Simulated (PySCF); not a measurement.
## Core-level calculation, with input and output: C$_{3}$H$_{6}$BNSi

System: C$_{3}$H$_{6}$BNSi.
Method: delta-SCF UKS PBE, pcX-2 on the ionised atom, pcseg-1 elsewhere, spin-free X2C (PySCF 2.14.0).

Figures and captions count atoms from 1; the log counts them from 0 in places.

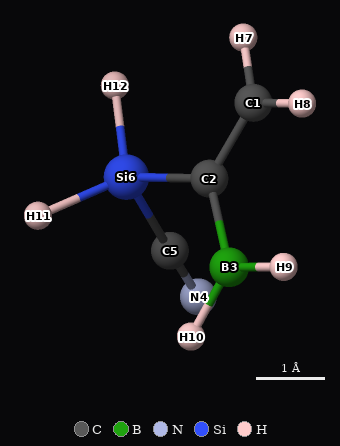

*The structure (ball-and-stick view, seen at a tilt; atoms are numbered from 1 in the order of the input).*

Bond lengths as drawn: B–C 1.55 Å, B–H 1.21 Å, C–C 1.35 Å, C–H 1.10 Å, C–N 1.16 Å, C–Si 1.86 to 1.87 Å and H–Si 1.49 Å.

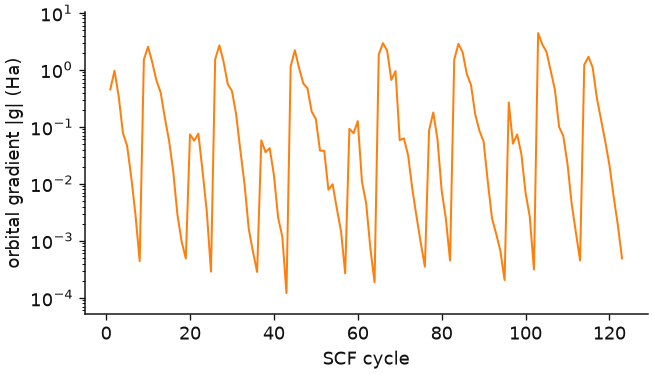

*Convergence of the self-consistent field: orbital gradient |g| against the SCF cycle.*

All cycles printed in the log are drawn one after another.

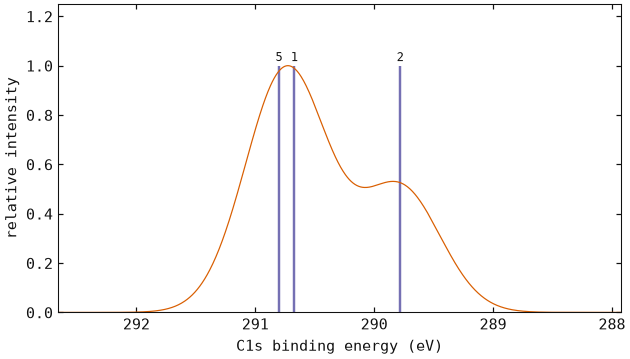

*C1s binding energies by ΔSCF of the atoms computed, labelled by atom number, with a Gaussian envelope of 0.8 eV full width.*

They run from 289.78 eV (atom 2) to 290.80 eV (atom 5).

These pictures come from the run below.

Input file:
```
{"job": {"kind": "xps", "xc": "PBE"}, "charge": 0, "multiplicity": 1}
C     -0.295388    -1.731840    -3.015826
C     -0.315344    -0.806604    -2.031181
B     -0.924331    -1.187537    -0.655347
N     -1.912135     2.874351    -2.076110
C     -1.026588     2.131122    -2.169952
Si     0.372346     0.908035    -2.317729
H      0.114132    -1.539626    -4.016525
H     -0.698853    -2.738908    -2.849772
H     -1.373132    -2.299798    -0.493677
H     -0.953212    -0.398687     0.260830
H      1.367527     1.296233    -1.279989
H      0.944707     1.069325    -3.684656
```

The first line tells a small driver script what to run in PySCF; the rest is the geometry in Å.

Command:
```bash
OMP_NUM_THREADS=1 python <driver script> task.json out
```

The program's output:
```
ground state, core basis on atom 0 (C), 149 functions
  cycle   1  E = -487.09324307  |g| = 4.54e-01
  cycle   2  E = -486.90227866  |g| = 9.68e-01
  cycle   3  E = -487.12648595  |g| = 3.41e-01
  cycle   4  E = -487.15181321  |g| = 7.84e-02
  cycle   5  E = -487.15284441  |g| = 4.66e-02
  cycle   6  E = -487.15338551  |g| = 1.29e-02
  cycle   7  E = -487.15344055  |g| = 2.87e-03
  cycle   8  E = -487.15344374  |g| = 4.41e-04
  E(ground) = -487.15337084 Eh
hole in C 1s of atom 0
  cycle   1  E = -475.88856150  |g| = 1.52e+00
  cycle   2  E = -472.81597650  |g| = 2.55e+00
[... 9 cycles left out ...]
  E(ion) = -476.47138668 Eh   <S^2> = 0.7807   hole on atom = 1.000   binding energy = 290.672 eV
ground state, core basis on atom 1 (C), 149 functions
[... 6 cycles left out ...]
  E(ground) = -487.15407584 Eh
hole in C 1s of atom 1
[... 11 cycles left out ...]
  E(ion) = -476.50479997 Eh   <S^2> = 0.7708   hole on atom = 1.000   binding energy = 289.782 eV
ground state, core basis on atom 2 (B), 149 functions
[... 7 cycles left out ...]
  E(ground) = -487.14604664 Eh
hole in B 1s of atom 2
[... 14 cycles left out ...]
  E(ion) = -479.96619807 Eh   <S^2> = 0.9126   hole on atom = 1.000   binding energy = 195.374 eV
ground state, core basis on atom 3 (N), 149 functions
[... 7 cycles left out ...]
  E(ground) = -487.16532085 Eh
hole in N 1s of atom 3
[... 12 cycles left out ...]
  E(ion) = -472.30937901 Eh   <S^2> = 0.7754   hole on atom = 1.000   binding energy = 404.251 eV
ground state, core basis on atom 4 (C), 149 functions
[... 6 cycles left out ...]
  E(ground) = -487.15714452 Eh
hole in C 1s of atom 4
[... 13 cycles left out ...]
  E(ion) = -476.47040408 Eh   <S^2> = 0.7770   hole on atom = 1.000   binding energy = 290.801 eV
ground state, core basis on atom 5 (Si), 160 functions
[... 7 cycles left out ...]
  E(ground) = -487.22070521 Eh
hole in Si 1s of atom 5
[... 11 cycles left out ...]
  E(ion) = -419.44928265 Eh   <S^2> = 0.7514   hole on atom = 1.000   binding energy = 1844.154 eV
hole in Si 2p of atom 5
  cycle   1  E = -482.94751319  |g| = 1.23e+00
  cycle   2  E = -482.03489469  |g| = 1.70e+00
  cycle   3  E = -482.69045127  |g| = 1.10e+00
  cycle   4  E = -483.23320522  |g| = 3.22e-01
  cycle   5  E = -483.26981726  |g| = 1.34e-01
  cycle   6  E = -483.27860607  |g| = 5.56e-02
  cycle   7  E = -483.28003054  |g| = 2.14e-02
  cycle   8  E = -483.28028385  |g| = 6.02e-03
  cycle   9  E = -483.28029989  |g| = 1.91e-03
  cycle  10  E = -483.28030172  |g| = 4.92e-04
  E(ion) = -483.28000293 Eh   <S^2> = 0.7516   hole on atom = 1.002   binding energy = 107.232 eV
  2p3/2 = 106.982 eV   2p1/2 = 107.607 eV
```

Summary:

- outcome: converged
- hardware: 1 CPU thread, shared host
- wall time: 27 s
- peak memory: 0.53 GiB

The core-hole state is spin-contaminated.
